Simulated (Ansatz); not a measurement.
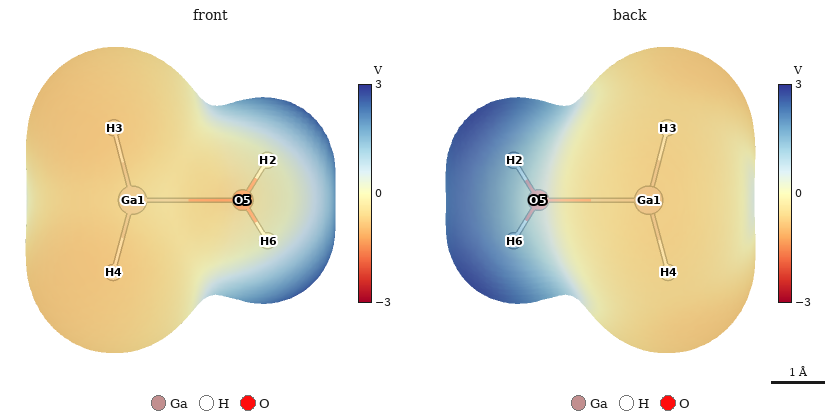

Figure. GaH$_{4}$O (doublet). The electrostatic potential painted on the density surface at 0.001 e/bohr³, seen from the front and from behind; the colour scale runs from red (negative) to blue (positive).

Computed with UKS PBE0-D4/def2-SVP (Ansatz 0.2.0).

Input file:

```
crystal:
  periodic: [false, false, false]
  atoms:
    - { symbol: Ga, position_ang: [0.002353, -0.003113, -0.101339] }
    - { symbol: H, position_ang: [-0.002933, -0.051344, 1.46938] }
    - { symbol: H, position_ang: [1.370457, 0.02353, -0.870937] }
    - { symbol: H, position_ang: [-1.364153, 0.016503, -0.876865] }
    - { symbol: O, position_ang: [0.004847, 0.012225, 3.675214] }
    - { symbol: H, position_ang: [-0.52497, -0.7989, 3.551647] }
magnetization:
  spin_polarized: true
  initial_magnetization: 1
basis:
  gaussian: { orbitals: def2-SVP }
hamiltonian:
  xc: pbe0
  dispersion: d4
relax:
  f_tol: 0.03
  max_steps: 50
output:
  orbitals: {}
```

Command:

```sh
ansatz run input.yaml --threads 2 --pin off --max-ram 3072MiB --backend cpu --events-out ev --progress --plain --runs-dir out
```

The fields are those of the run's last geometry, not of the input's.

Q: Which sites attract a positive test charge, and which a negative one?

A: A positive charge is drawn to the negative regions and a negative charge to the positive ones. The most negative region (about −0.9 V) lies over H3 and H4, the most positive (about +2.8 V) over H2 and H6.
